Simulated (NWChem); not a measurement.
# B3LYP/MINI run of CH5BO (SMILES CBO)

Aim: the vertical ionisation energy of CH5BO at B3LYP/MINI, from 2 runs. 

Program for the calculation: NWChem 7.3.0.

## 1. The molecule

The species is CH5BO (8 atoms), meant as a singlet with charge 0. As SMILES, `CBO`. The shape is that of a PBE0-D4/def2-TZVP optimisation. This is one conformer, not always the lowest.

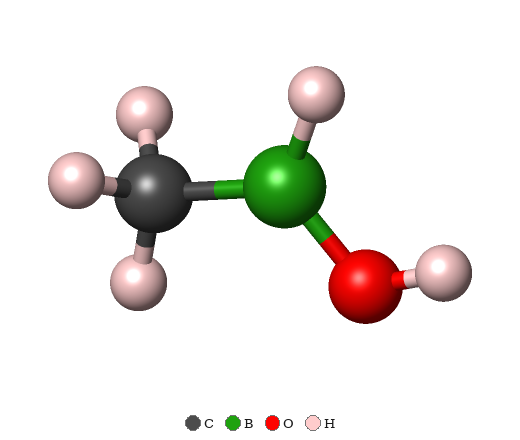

The structure, seen from a chosen angle (carbon dark grey, boron green, oxygen red, hydrogen pink).

## 2. The energy at B3LYP/MINI

The input, ch5bo.nw:

```
echo
start ch5bo
title "CH5BO"
memory 2200 mb

geometry noautosym nocenter noautoz
  C     -0.618600     0.710300    -0.324600
  B      0.508800    -0.240100     0.180200
  O      0.240700    -1.558300     0.355600
  H     -1.568300     0.201200    -0.499400
  H     -0.308500     1.205100    -1.251900
  H     -0.780500     1.520100     0.395700
  H      1.620500     0.163100     0.420800
  H      0.998200    -2.058400     0.667700
end

basis spherical bse
  * library MINI
end

dft
  xc b3lyp
  grid fine
  convergence energy 1e-08
  maxiter 100
  mulliken
  print low
end

task dft energy
```

Command:

```sh
nwchem ch5bo.nw > ch5bo.out
```

What it wrote:

```text
[...]
 d= 0,ls=0.0,diis     1   -140.0869830264 -2.07D+02  6.71D-02  3.08D-01     0.4
[...]
 d= 0,ls=0.0,diis     7   -140.1390018785 -6.00D-09  3.17D-06  6.66D-10     1.6
         Total DFT energy =     -140.139001878504
      One electron energy =     -319.460122687573
           Coulomb energy =      132.308718508562
    Exchange-Corr. energy =      -19.580203395345
 Nuclear repulsion energy =       66.592605695852
[...]
      Total Density - Mulliken Population Analysis
     ---------------------------------------------
    Atom       Charge   Shell Charges
 -----------   ------   -------------------------------------------------------
    1 C    6     6.95   1.99  1.40  3.56
    2 B    5     4.57   1.99  0.79  1.78
    3 O    8     8.59   1.99  1.84  4.75
    4 H    1     0.77   0.77
    5 H    1     0.77   0.77
    6 H    1     0.77   0.77
    7 H    1     1.01   1.01
    8 H    1     0.59   0.59
[...]
```

It took 2.1 s on 1 thread of Intel Xeon Platinum 8559C (Emerald Rapids), shared host; peak memory 0.11 GiB.

## 3. The doublet cation at the same level

Changes to ch5bo.nw since step 2:

```diff
@@ -1,7 +1,6 @@
-echo
 start ch5bo
-title "CH5BO"
-memory 2200 mb
+memory total 2200 mb
+charge 1
 
-geometry noautosym nocenter noautoz
+geometry units angstroms noautosym nocenter noautoz
   C     -0.618600     0.710300    -0.324600
@@ -16,3 +15,3 @@
 
-basis spherical bse
+basis "ao basis" spherical bse
   * library MINI
@@ -22,2 +21,3 @@
   xc b3lyp
+  mult 2
   grid fine
```

Command:

```sh
nwchem ch5bo.nw > ch5bo.out
```

What it wrote:

```text
[...]
 d= 0,ls=0.0,diis     1   -139.4979201933 -2.06D+02  6.99D-02  2.09D-01     0.5
[...]
 d= 0,ls=0.0,diis    12   -139.6714160033 -5.84D-10  4.96D-07  1.86D-11     4.0
[...]
         Total DFT energy =     -139.671416003340
      One electron energy =     -312.017976812299
           Coulomb energy =      124.876086319480
    Exchange-Corr. energy =      -19.122131206373
 Nuclear repulsion energy =       66.592605695852
[...]
      Total Density - Mulliken Population Analysis
     ---------------------------------------------
    Atom       Charge   Shell Charges
 -----------   ------   -------------------------------------------------------
    1 C    6     6.97   1.99  1.46  3.52
    2 B    5     4.40   1.99  0.82  1.59
    3 O    8     8.44   1.99  1.84  4.61
    4 H    1     0.65   0.65
    5 H    1     0.66   0.66
    6 H    1     0.66   0.66
    7 H    1     0.77   0.77
    8 H    1     0.46   0.46
[...]
      <S2> =      0.7539 (Exact =     0.7500)
[...]
```

Wall time 4.8 s (1 thread of Intel Xeon Platinum 8559C (Emerald Rapids), shared host); peak memory 0.11 GiB.

## 4. Outcome

At B3LYP/MINI:

| quantity | value |
| --- | --- |
| singlet CH5BO: total energy | -140.13900 Eh |
| doublet cation: total energy | -139.67142 Eh |
| doublet cation: ⟨S²⟩ | 0.754 |
| vertical ionisation energy (to the doublet cation) | 12.724 eV |

**Reading.** The vertical ionisation energy comes to 12.72 eV (1228 kJ/mol). In a minimal basis such a difference can be off by several eV, whatever the method. Mulliken charges (singlet CH5BO) run from -0.95 on C1 to +0.43 on B2.
